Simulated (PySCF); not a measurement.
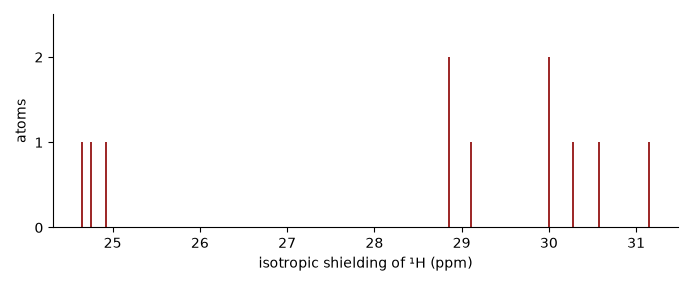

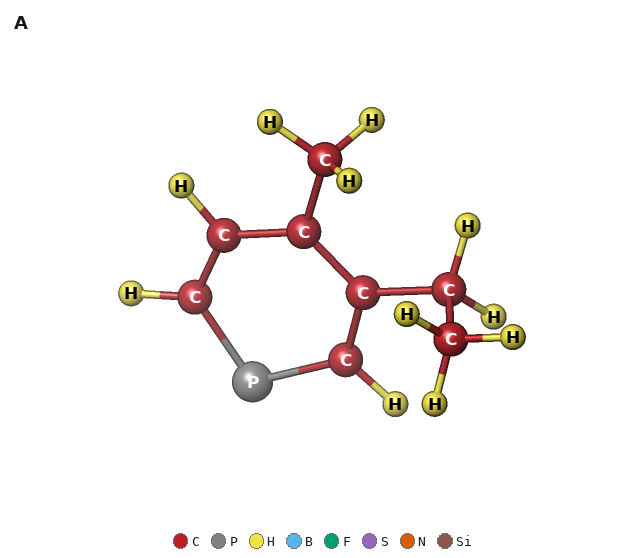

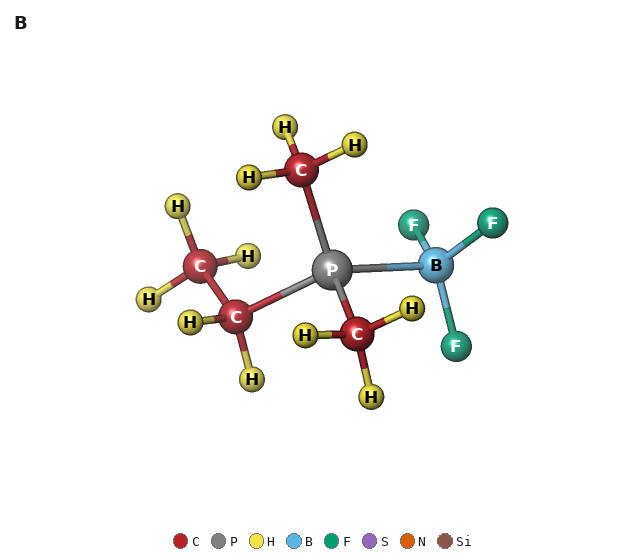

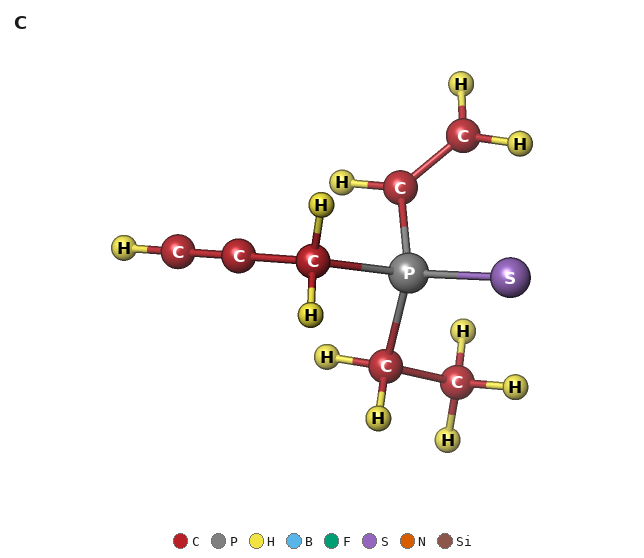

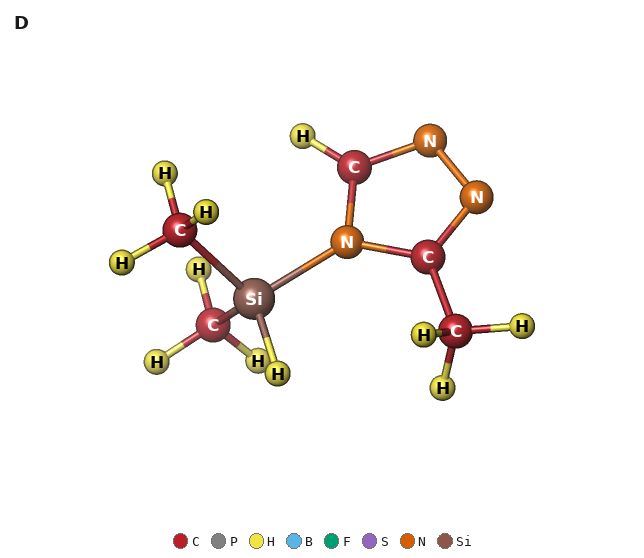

The sticks are computed shieldings of one of the molecules, for one fixed geometry (GFN2-xTB) without averaging over rotations. Low shielding means a high chemical shift. Method: GIAO PBE0/pcSseg-1 NMR shielding, non-relativistic, gas phase (PySCF 2.14.0).

**Match the spectrum to a structure.**

C, `C#CC[P@](=S)(C=C)CC`. Its 11 H atoms give lines at 24.64, 24.75, 24.93, 28.86 (2 atoms), 29.11, 30.01 (2 atoms), 30.28, 30.57, 31.15 ppm.

The geometry is semi-empirical. Around B, P, Si such bond lengths and angles can be off by a tenth of an ångström or more and by several degrees, and values that hang on the shape move with them.
